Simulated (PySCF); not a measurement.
## A study: C3H7BNO3, doublet, SMILES `CC(=O)[N]CB(O)O`

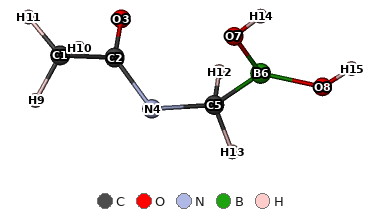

The molecule, with its atoms numbered as below. No frequency check shows the geometry to be a minimum.

Coordinates in Å:

```
C1       2.5393    0.8459   -0.4317
C2       1.5779   -0.2038    0.0852
O3       1.6932   -0.7233    1.1862
N4       0.6484   -0.5446   -0.8355
C5      -0.5620   -1.0433   -0.3790
B6      -1.6379    0.1293   -0.0075
O7      -1.1582    1.3503    0.2708
O8      -2.9302   -0.2416    0.0056
H9       2.9421    0.5155   -1.3850
H10      1.9988    1.7757   -0.5913
H11      3.3375    1.0008    0.2883
H12     -0.4313   -1.5565    0.5930
H13     -1.0051   -1.6991   -1.1303
H14     -1.7678    2.0450    0.5243
H15     -3.5943    0.4091    0.2396
```

Part 1: Bonding charge

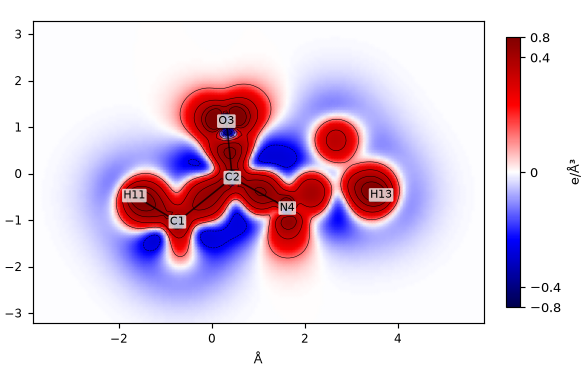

Deformation density (molecule less spherical, spin-averaged free atoms) in the plane of C1, C2, O3, N4, H11 and H13; colour scale in e/Å³, logarithmic beyond ±0.1; red: gain, blue: loss.

Computed with PySCF, ωB97X/def2-SVP, geometry: GFN2-xTB. The stability of the open-shell solution wasn't checked. GFN2-xTB doesn't know the spin state, so this open-shell geometry is rough.

**Describe the bonding that the map shows.**

C1–H11: +0.70 e/Å³ at the bond critical point (bond length 1.09 Å, Mayer order 1.0). C2–O3: +0.60 e/Å³ at the bond critical point (bond length 1.22 Å, Mayer order 2.0). C2–N4: +0.56 e/Å³ at the bond critical point (bond length 1.35 Å, Mayer order 1.2). C1–C2: +0.52 e/Å³ at the bond critical point (bond length 1.51 Å, Mayer order 1.0). In all, 3.5 electrons gather in the regions of gain relative to the promolecule.

**Where do the Hirshfeld charges lie?**

The highest Hirshfeld charge is on B6 (+0.26 e), the lowest on O3 (−0.25 e).

| atom | charge (e) |
| --- | --- |
| C1 | −0.13 |
| C2 | +0.18 |
| O3 | −0.25 |
| N4 | −0.08 |
| C5 | −0.11 |
| B6 | +0.26 |
| O7 | −0.24 |
| O8 | −0.25 |
| H9 | +0.05 |
| H10 | +0.05 |
| H11 | +0.05 |
| H12 | +0.05 |
| H13 | +0.05 |
| H14 | +0.19 |
| H15 | +0.19 |

Part 2: Bond critical points

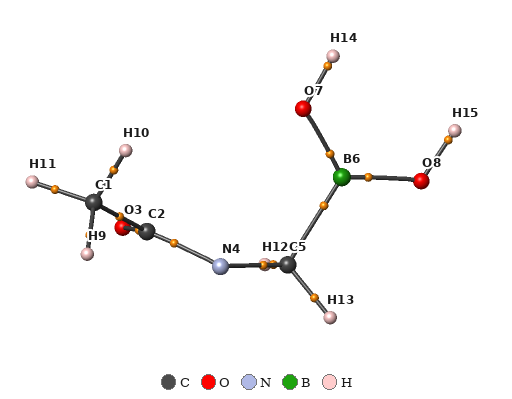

Molecular graph of the electron density (QTAIM): bond paths, bond critical points (orange), ring points (yellow, if any); weak paths are dashed.

**How many critical points of each kind are there, and does the count close?**

15 nuclei, 14 bond, 0 ring and 0 cage critical points: 15 − 14 + 0 − 0 = 1, as the Poincaré–Hopf relation requires.

**What does the calculation give at each kind of bond critical point?**

```tsv
bond	length (Å)	ρ (a.u.)	∇²ρ (a.u.)	ε	H (a.u.)
C2–O3	1.223	0.399	+0.21	0.06	−0.699
O7–H14	0.958	0.357	−2.37	0.01	−0.663
O8–H15	0.959	0.357	−2.35	0.01	−0.659
C2–N4	1.352	0.341	−1.18	0.03	−0.550
N4–C5	1.386	0.303	−0.86	0.09	−0.466
C1–H11	1.086	0.279	−1.04	0.00	−0.302
C5–H13	1.091	0.277	−1.02	0.05	−0.298
C1–H9	1.086	0.277	−1.02	0.01	−0.300
C1–H10	1.087	0.275	−1.01	0.01	−0.297
C5–H12	1.107	0.265	−0.94	0.06	−0.278
C1–C2	1.514	0.257	−0.63	0.06	−0.213
B6–O7	1.341	0.212	+1.22	0.04	−0.137
B6–O8	1.345	0.210	+1.19	0.04	−0.137
C5–B6	1.634	0.166	−0.26	0.05	−0.180
```

**What kind of interaction is B6–O8?**

Polar or intermediate (positive Laplacian, negative energy density H): ρ = 0.210, ∇²ρ = +1.19, H = −0.137 a.u.

Part 3: Local ionisation energy

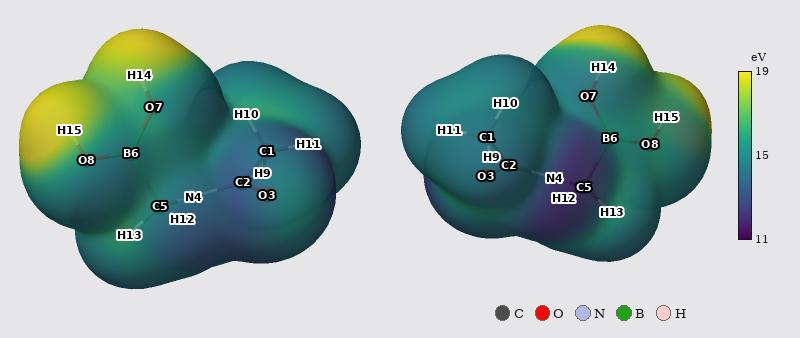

Average local ionisation energy on the surface of electron density 0.001 a.u. (back view left, front view right).

**Locate the minima of the map.**

The lowest value is 11.5 eV, 1.9 Å from N4. Further minima include 12.5 eV, 1.8 Å from O3; 12.8 eV, near H12 (1.68 Å) and O3 (1.85 Å); 14.0 eV, 1.4 Å from H13. For comparison, the highest occupied orbital lies at −9.4 eV.

Part 4: Spin density

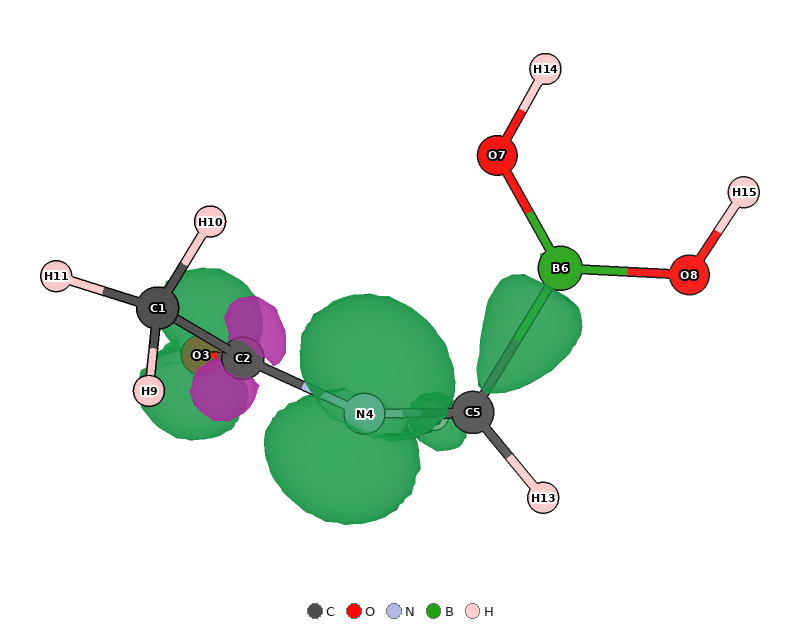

Spin density ρα − ρβ at ±0.05 e/Å³ (green: excess α, purple: excess β).

**Give the atomic spin populations that go with this picture.**

Hirshfeld spin populations: N4 +0.62, O3 +0.18, C5 +0.07 and B6 +0.06. ⟨S²⟩ = 0.76, against 0.75 for a pure state. The picture also shows regions of β spin from spin polarisation; the Hirshfeld sums, whose atoms overlap, net them against the α spin of neighbours.

Part 5: In an electric field

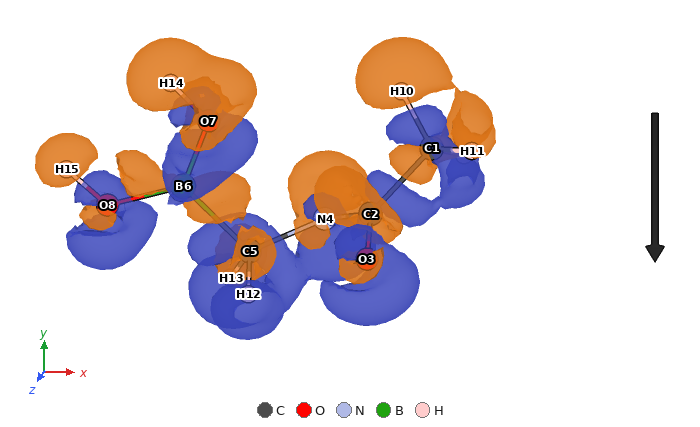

Change of the electron density in a uniform field of 0.41 V/Å along −y (arrow), surfaces at ±0.003 e/Å³ (orange: gain, blue: loss).

PySCF calculation, PBE0/6-31+G*, gas phase; geometry: GFN2-xTB. The basis has diffuse s and p functions alone, which still leaves polarisabilities too small, most of all across bonds. The stability of the open-shell solution wasn't checked. GFN2-xTB doesn't know the spin state, so this open-shell geometry is rough.

**What dipole is induced, and what polarisability does it imply?**

The induced dipole is 1.23 D (along the field); α along this axis, from the fields in both directions, is 60 bohr³ (8.9 Å³).

**Which atoms gain and lose the most charge?**

Electrons gather most on H10 (Hirshfeld charge changes by −0.015 e) and leave O3 most (+0.013 e); 0.126 electrons are displaced in all.

Part 6: Removing or adding an electron

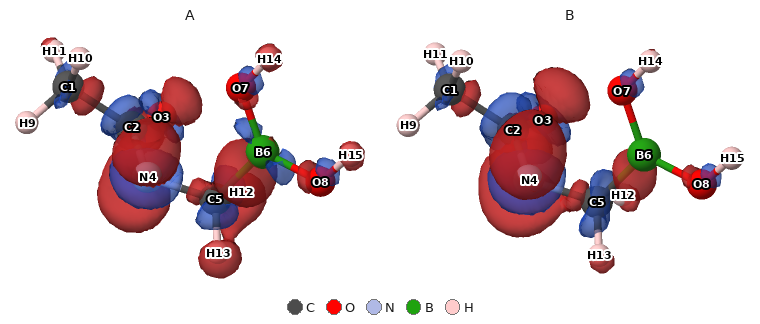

The two Fukui functions at ±0.04 e/Å³ (red positive, blue negative).

Computed with PySCF, HF/6-31+G*, geometry: GFN2-xTB. GFN2-xTB doesn't know the spin state, so this open-shell geometry is rough.

**Which panel is f⁻ (electron removed) and which f⁺ (electron added)?**

A is f⁻, B is f⁺. f⁻ (Hirshfeld-condensed) is largest on N4 (0.30); the vertical ionisation energy is 9.61 eV (to the singlet cation, which needn't be its lowest state). f⁺ (Hirshfeld-condensed) is largest on N4 (0.31) and O3 (0.20); the vertical electron affinity is 0.06 eV (to the singlet anion, which needn't be its lowest state).

The PySCF runs shown took 2.4 min, 4.7 min and 27 s on 1 thread of Intel(R) Xeon(R) Processor @ 2.50GHz (Skylake/Cascade Lake), with other jobs on the host.
